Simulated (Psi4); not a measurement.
## CH$_{2}$AlFS$_{3}$: interaction calculation (part 1 of 2)

System: CH$_{2}$AlFS$_{3}$, SMILES [F][AlH][SH].S=C=S.
Method: SCAN/cc-pVTZ, RKS, dispersion D3(0) (Psi4 1.11).

The geometry comes from this level: GFN2-xTB.

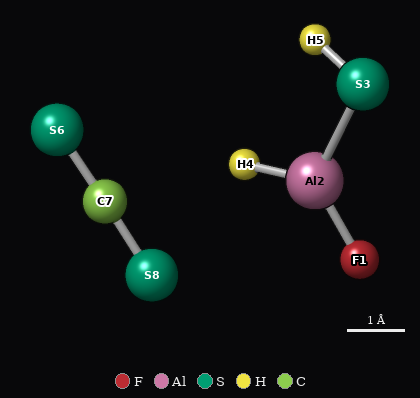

*The input geometry (ball-and-stick view, seen at a tilt; atoms are numbered from 1 in the order of the input). Sticks mark near contacts.*

Bond lengths as drawn: Al–F 1.65 Å, Al–H 1.52 Å, Al–S 2.20 Å, C–S 1.54 to 1.56 Å and H–S 1.33 Å.

Input (ch2alfs3.inp):
```
memory 1600 mb

molecule dimer {
  0 1
  F      0.552890    -2.582550     0.274620
  Al     0.661140    -0.986130    -0.123910
  S      1.762300     0.539900     1.019250
  H      0.323890    -0.623050    -1.565980
  H      1.916010     1.224990    -0.109980
  --
  0 1
  S     -3.573260     3.152240    -0.168480
  C     -3.627630     1.700090     0.351630
  S     -3.722880     0.229910     0.876500
  units angstrom
  symmetry c1
  no_reorient
  no_com
}

set reference rks

e, wfn = energy("scan-d3/cc-pVTZ", bsse_type='cp', return_wfn=True)
```

Machine: 1 thread of Intel Xeon (Granite Rapids), 64 GiB of memory available, shared host.

Launched with:
```bash
psi4 -i ch2alfs3.inp -o ch2alfs3.out -n 1
```

The program's output:
```
Psi4 1.11 release

  //>>>>>>>>>>>>>>>>>>>>>>>>>>>>>>>>>>>//
  //   ManyBody Setup: N-Body Levels 2 //
  //<<<<<<<<<<<<<<<<<<<<<<<<<<<<<<<<<<<//

    Model chemistry "(auto)" (§A):          3
        Number of 1-body computations:      2 (nocp: 0, cp: 2, vmfc_compute: 0)
        Number of 2-body computations:      1 (nocp: 0, cp: 1, vmfc_compute: 0)

    -----------------------------------------------------------------------
                               Psi4 1.11 release

    h
    h
    h

    -----------------------------------------------------------------------

    Memory:     1.5 GiB
    Threads:    1
                ecpint, einsums, f̶o̶r̶t̶e̶, gauxc, gcp, g̶d̶m̶a̶, geometric, g̶p̶u̶_̶d̶f̶c̶c̶,
                i̶n̶t̶e̶g̶r̶a̶t̶o̶r̶x̶x̶, i̶p̶i̶, libefp, m̶d̶i̶, m̶p̶2̶d̶, m̶r̶c̶c̶, ooo,
                o̶p̶e̶n̶f̶e̶r̶m̶i̶o̶n̶p̶s̶i̶4̶, pcmsolver, p̶s̶i̶4̶f̶o̶c̶k̶c̶i̶, p̶s̶i̶x̶a̶s̶,
                p̶y̶e̶i̶n̶s̶u̶m̶s̶, r̶e̶s̶p̶, s̶i̶m̶i̶n̶t̶, s̶n̶s̶m̶p̶2̶,
                v̶2̶r̶d̶m̶_̶c̶a̶s̶s̶c̶f̶

   => Loading Basis Set <=

    Name: CC-PVTZ
    Role: ORBITAL
    Keyword: BASIS

   => SCAN-D3: Empirical Dispersion <=

        s6 =       1.000000
        s8 =       0.000000
       sr6 =       1.324000
    alpha6 =      14.000000
       sr8 =       1.000000

         ---------------------------------------------------------
                                   SCF
                              RKS Reference
                        1 Threads,   1525 MiB Core
         ---------------------------------------------------------

  ==> Geometry <==

    Molecular point group: c1
    Full point group: C1

    Geometry (in Bohr), charge = 0, multiplicity = 1:

       Center              X                  Y                   Z               Mass
    ------------   -----------------  -----------------  -----------------  -----------------
      Gh(F)           1.044810677504    -4.880312205301     0.518956588573    18.998403162730
      Gh(AL)          1.249373530585    -1.863515624098    -0.234155964206    26.981538530000
      Gh(S)           3.330264350894     1.020263135135     1.926103353373    31.972071174400
      Gh(H)           0.612063394775    -1.177393862466    -2.959273317944     1.007825032230
      Gh(H)           3.620734153638     2.314895606425    -0.207832079278     1.007825032230
         S           -6.752482775053     5.956870281713    -0.318381057617    31.972071174400
         C           -6.855227184495     3.212704488630     0.664484397495    12.000000000000
         S           -7.035223597944     0.434466933504     1.656344948964    31.972071174400

  Running in c1 symmetry.

  Rotational constants: A =      0.05210  B =      0.01162  C =      0.01021 [cm^-1]
  Rotational constants: A =   1561.84441  B =    348.27650  C =    306.14931 [MHz]
  Nuclear repulsion =  108.995527724939564

  Charge       = 0
  Multiplicity = 1
  Electrons    = 38
  Nalpha       = 19
  Nbeta        = 19

  ==> Algorithm <==

  SCF Algorithm Type is DF.
  DIIS enabled.
  MOM disabled.
  Fractional occupation disabled.
  Guess Type is SAD.
  Energy threshold   = 1.00e-06
  Density threshold  = 1.00e-06
  Integral threshold = 1.00e-12

  ==> Primary Basis <==

  Basis Set: CC-PVTZ
    Blend: CC-PVTZ
    Number of shells: 80
    Number of basis functions: 224
    Number of Cartesian functions: 256
    Spherical Harmonics?: true
    Max angular momentum: 3

  ==> DFT Potential <==

   => LibXC <=

    Version 7.1.2

   => Composite Functional: SCAN-D3ZERO2B <=

    Deriv               =              1
    GGA                 =           TRUE
    Meta                =           TRUE

    Exchange Hybrid     =          FALSE
    MP2 Hybrid          =          FALSE

   => Exchange Functionals <=

    1.0000   XC_MGGA_X_SCAN

   => Correlation Functionals <=

    1.0000   XC_MGGA_C_SCAN

   => LibXC Density Thresholds  <==

    XC_MGGA_C_SCAN:  1.00E-15
    XC_MGGA_X_SCAN:  1.00E-15

   => Molecular Quadrature <=

    Radial Scheme          =       TREUTLER
    Pruning Scheme         =           NONE
    Nuclear Scheme         =       TREUTLER

    Blocking Scheme        =         OCTREE
    BS radius alpha        =              1
    Pruning alpha          =              1
    Radial Points          =             75
    Spherical Points       =            302
    Total Points           =         173466
    Total Blocks           =           1376
    Max Points             =            256
    Max Functions          =            199
    Weights Tolerance      =       1.00E-15

   => Loading Basis Set <=

    Name: (CC-PVTZ AUX)
    Role: JKFIT
    Keyword: DF_BASIS_SCF

  ==> Integral Setup <==

  DFHelper Memory: AOs need 0.231 GiB; user supplied 0.231 GiB.
  SCF_SUBTYPE=INCORE selected. In-core MEM_DF algorithm will be used.
  Using in-core AOs.

  ==> MemDFJK: Density-Fitted J/K Matrices <==

    J tasked:                   Yes
    K tasked:                    No
    wK tasked:                   No
    Memory [MiB]:               236
    Algorithm:                 Core
    Schwarz Cutoff:           1E-12
    Mask sparsity (%):      17.5183
    Fitting Condition:        1E-10

   => Auxiliary Basis Set <=

  Basis Set: (CC-PVTZ AUX)
    Blend: CC-PVTZ-JKFIT
    Number of shells: 218
    Number of basis functions: 702
    Number of Cartesian functions: 842
    Spherical Harmonics?: true
    Max angular momentum: 4

  Cached 50.0% of DFT collocation blocks in 0.809 [GiB].

  Minimum eigenvalue in the overlap matrix is 8.6462195232E-04.
  Reciprocal condition number of the overlap matrix is 1.7177277578E-04.
    Using symmetric orthogonalization.

  ==> Pre-Iterations <==

  SCF Guess: Superposition of Atomic Densities via on-the-fly atomic UHF (no occupation information).

   -------------------------
    Irrep   Nso     Nmo
   -------------------------
     A        224     224
   -------------------------
    Total     224     224
   -------------------------

  ==> Iterations <==

                           Total Energy        Delta E     RMS |[F,P]|

   @DF-RKS iter SAD:  -834.42899119253593   -8.34429e+02   0.00000e+00
   @DF-RKS iter   1:  -834.39005002912540    3.89412e-02   2.80309e-03 ADIIS/DIIS
   @DF-RKS iter   2:  -833.71673694232004    6.73313e-01   5.08069e-03 ADIIS/DIIS
   @DF-RKS iter   3:  -834.55256654415075   -8.35830e-01   1.09911e-03 ADIIS/DIIS
   @DF-RKS iter   4:  -834.58233853870274   -2.97720e-02   1.84915e-04 ADIIS/DIIS
   @DF-RKS iter   5:  -834.57990426646609    2.43427e-03   2.96989e-04 ADIIS/DIIS
   @DF-RKS iter   6:  -834.58328763817167   -3.38337e-03   5.11939e-05 DIIS
   @DF-RKS iter   7:  -834.58338291449434   -9.52763e-05   2.59654e-06 DIIS
   @DF-RKS iter   8:  -834.58338307485383   -1.60359e-07   9.60053e-07 DIIS
  Energy and wave function converged.

  ==> Post-Iterations <==

   Electrons on quadrature grid:
      Ntotal   =   38.0000000496 ; deviation = 4.962e-08

    Orbital Energies [Eh]
    ---------------------

    Doubly Occupied:

       1A    -88.577750     2A    -88.576223     3A    -10.152493
       4A     -7.909248     5A     -7.906826     6A     -5.852187
       7A     -5.850036     8A     -5.848073     9A     -5.848067
      10A     -5.845577    11A     -5.845574    12A     -0.828307
      13A     -0.737712    14A     -0.482298    15A     -0.405571
      16A     -0.367611    17A     -0.367591    18A     -0.259145
      19A     -0.259119

    Virtual:

      20A     -0.097006    21A     -0.096843    22A      0.028281
      23A      0.057155    24A      0.100465    25A      0.107015
      26A      0.111891    27A      0.118592    28A      0.192064
      29A      0.208502    30A      0.223461    31A      0.245307
      32A      0.254130    33A      0.262331    34A      0.272407
      35A      0.277311    36A      0.278961    37A      0.283178
      38A      0.291218    39A      0.292802    40A      0.310416
      41A      0.330955    42A      0.335822    43A      0.338499
      44A      0.355532    45A      0.372370    46A      0.385616
      47A      0.389876    48A      0.392369    49A      0.402915
      50A      0.405888    51A      0.431177    52A      0.440560
      53A      0.458684    54A      0.493949    55A      0.564031
      56A      0.583330    57A      0.597868    58A      0.616861
      59A      0.642534    60A      0.649762    61A      0.695772
      62A      0.719805    63A      0.738899    64A      0.740116
      65A      0.772849    66A      0.792340    67A      0.827048
      68A      0.850106    69A      0.881913    70A      0.901984
      71A      0.952832    72A      0.965748    73A      0.991653
      74A      0.995993    75A      1.006795    76A      1.027388
      77A      1.041463    78A      1.060081    79A      1.093005
      80A      1.118940    81A      1.131649    82A      1.133849
      83A      1.161847    84A      1.196632    85A      1.232287
      86A      1.232964    87A      1.265155    88A      1.268179
      89A      1.321790    90A      1.332490    91A      1.340384
      92A      1.390601    93A      1.425596    94A      1.430401
      95A      1.481885    96A      1.524953    97A      1.537428
      98A      1.538654    99A      1.549690   100A      1.565762
     101A      1.583909   102A      1.595078   103A      1.595211
     104A      1.609590   105A      1.614222   106A      1.617784
     107A      1.622164   108A      1.623440   109A      1.646012
     110A      1.651886   111A      1.653816   112A      1.664028
     113A      1.665386   114A      1.669502   115A      1.830753
     116A      1.844788   117A      1.881095   118A      1.895926
     119A      1.896054   120A      1.918430   121A      1.924913
     122A      1.932431   123A      1.933248   124A      1.964900
     125A      1.965794   126A      1.991368   127A      2.024267
     128A      2.058953   129A      2.336053   130A      2.338116
     131A      2.460430   132A      2.489902   133A      2.516604
     134A      2.558830   135A      2.582399   136A      2.668950
     137A      2.690474   138A      2.720662   139A      2.738237
     140A      2.738283   141A      2.766181   142A      2.767028
     143A      2.803426   144A      2.822526   145A      2.832583
     146A      2.928837   147A      2.952383   148A      3.001225
     149A      3.008353   150A      3.010000   151A      3.027802
     152A      3.034869   153A      3.059637   154A      3.106112
     155A      3.134163   156A      3.134390   157A      3.178411
     158A      3.231504   159A      3.260203   160A      3.261921
     161A      3.343751   162A      3.365895   163A      3.418291
     164A      3.439686   165A      3.456744   166A      3.571015
     167A      3.638732   168A      3.669581   169A      3.711977
     170A      3.739409   171A      3.807447   172A      3.868260
     173A      3.886693   174A      3.912896   175A      3.915398
     176A      3.917345   177A      3.925467   178A      3.989601
     179A      4.059363   180A      4.088938   181A      4.109931
     182A      4.166658   183A      4.272826   184A      4.317048
     185A      4.404114   186A      4.630545   187A      4.710993
     188A      4.728122   189A      4.747907   190A      4.778084
     191A      4.831067   192A      4.898080   193A      5.353241
     194A      5.547256   195A      5.586062   196A      6.319217
     197A      6.647513   198A      8.480584   199A      8.628701
     200A      8.630270   201A      8.657256   202A      8.668348
     203A      8.681352   204A      8.694081   205A      8.707157
     206A      9.894157   207A     12.307327   208A     12.581940
     209A     12.604516   210A     12.798921   211A     12.883894
     212A     13.053072   213A     14.207071   214A     14.266145
     215A     14.547956   216A     16.420222   217A     16.866410
     218A     17.038503   219A     23.760270   220A     24.300330
     221A     24.353490   222A     68.631509   223A     90.594576
     224A    141.392424

    Final Occupation by Irrep:
              A
    DOCC [    19 ]
    NA   [    19 ]
    NB   [    19 ]

  @DF-RKS Final Energy:  -834.58338307485383

   => Energetics <=

    Nuclear Repulsion Energy =            108.9955277249395635
    One-Electron Energy =               -1367.1694491719485995
    Two-Electron Energy =                 480.3675784264719937
    DFT Exchange-Correlation Energy =     -56.7770356924317809
    Empirical Dispersion Energy =          -0.0000043618849770
    VV10 Nonlocal Energy =                  0.0000000000000000
    Total Energy =                       -834.5833830748538276

Computation Completed

Properties will be evaluated at   0.000000,   0.000000,   0.000000 [a0]

Properties computed using the SCF density matrix

 Multipole Moments:

 ------------------------------------------------------------------------------------
     Multipole            Electronic (a.u.)      Nuclear  (a.u.)        Total (a.u.)
 ------------------------------------------------------------------------------------

 L = 1.  Multiply by 2.5417464519 to convert [e a0] to [Debye]
 Dipole X            :        261.7264891         -261.7346651           -0.0081760
 Dipole Y            :       -121.4888907          121.5376224            0.0487317
 Dipole Z            :        -25.4106567           25.3943286           -0.0163280
 Magnitude           :                                                    0.0520407

 ------------------------------------------------------------------------------------

	total time  =         17 seconds =       0.28 minutes

    Psi4 run time: 0:00:16.59
```
